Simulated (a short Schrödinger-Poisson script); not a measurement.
Stack: gated In0.52Al0.48As/In0.53Ga0.47As δ-doped gas in a quantum well, at 300 K.

```csv
layer,material,thickness (nm),Na (cm⁻³)
1,In0.52Al0.48As,15,-
2,In0.52Al0.48As,2,-
3,In0.53Ga0.47As,15,-
4,In0.52Al0.48As,4000,4e15
```

Constants are typed, rounded textbook-type inputs, not results; the design itself was drawn at random and stands for no fabricated device. In0.52Al0.48As: permittivity 12.5, conduction-band edge (eV) 0.52, gap (eV) 1.45, electron mass (mₑ) 0.075, Nv at 300 K (cm⁻³) 1.1e19. In0.53Ga0.47As: permittivity 13.9, conduction-band edge (eV) 0, gap (eV) 0.74, Nv at 300 K (cm⁻³) 7.7e18.

Channel valleys (confinement mass, in-plane density-of-states mass, number): Γ 0.041, 0.041, 1. At the gate the conduction-band edge of layer 1 lies 0.65 eV − eVg above the Fermi level of the channel; the field vanishes at the back. Sheet of ionised δ-doping: +2.9e12 e/cm² at 15 nm from the gate. The barrier under the gate holds no holes. Gaps are held at their typed values at every temperature. Mesh 0.08 nm at interfaces.

Solved with a short Schrödinger-Poisson script written for these runs: 1D Poisson equation in equilibrium, electrons quantum, Hartree (BenDaniel-Duke, 40 states a valley, the channel's in-plane mass for all, wave functions free to enter the barrier), parabolic valleys, classical holes, full ionisation, no traps, pinning or gate leakage.

Only gate voltages with over 1e8 electrons/cm² are shown.

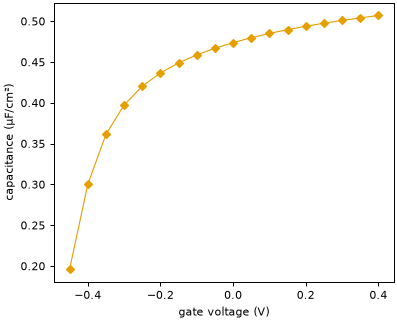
Figure. Quasi-static capacitance against gate voltage

| Vg (V) | electrons (cm⁻²) | in the channel layer | C (μF/cm²) | Γ E0 (meV) | Γ E1 (meV) |
|---|---|---|---|---|---|
| 0.4 | 2.40e12 | 2.31e12 | 0.507 | -112.1 | -15.9 |
| 0.35 | 2.24e12 | 2.17e12 | 0.504 | -105.8 | -11.4 |
| 0.3 | 2.08e12 | 2.02e12 | 0.501 | -99.4 | -6.7 |
| 0.25 | 1.93e12 | 1.87e12 | 0.497 | -92.8 | -1.7 |
| 0.2 | 1.77e12 | 1.72e12 | 0.494 | -86.2 | 3.4 |
| 0.15 | 1.62e12 | 1.58e12 | 0.490 | -79.4 | 8.8 |
| 0.1 | 1.47e12 | 1.43e12 | 0.485 | -72.4 | 14.5 |
| 0.05 | 1.32e12 | 1.29e12 | 0.480 | -65.3 | 20.5 |
| 0 | 1.17e12 | 1.15e12 | 0.474 | -57.8 | 26.9 |
| -0.05 | 1.02e12 | 1.00e12 | 0.467 | -50.1 | 33.7 |
| -0.1 | 8.81e11 | 8.65e11 | 0.459 | -41.9 | 41.1 |
| -0.15 | 7.40e11 | 7.27e11 | 0.449 | -33.2 | 49.1 |
| -0.2 | 6.02e11 | 5.93e11 | 0.437 | -23.9 | 57.9 |
| -0.25 | 4.70e11 | 4.63e11 | 0.420 | -13.6 | 67.8 |
| -0.3 | 3.43e11 | 3.39e11 | 0.397 | -1.8 | 79.3 |
| -0.35 | 2.26e11 | 2.23e11 | 0.361 | 12.3 | 93.3 |
| -0.4 | 1.24e11 | 1.23e11 | 0.300 | 30.5 | 111.6 |
| -0.45 | 4.95e10 | 4.90e10 | 0.196 | 56.4 | 137.5 |

Subbands count from the Fermi level.
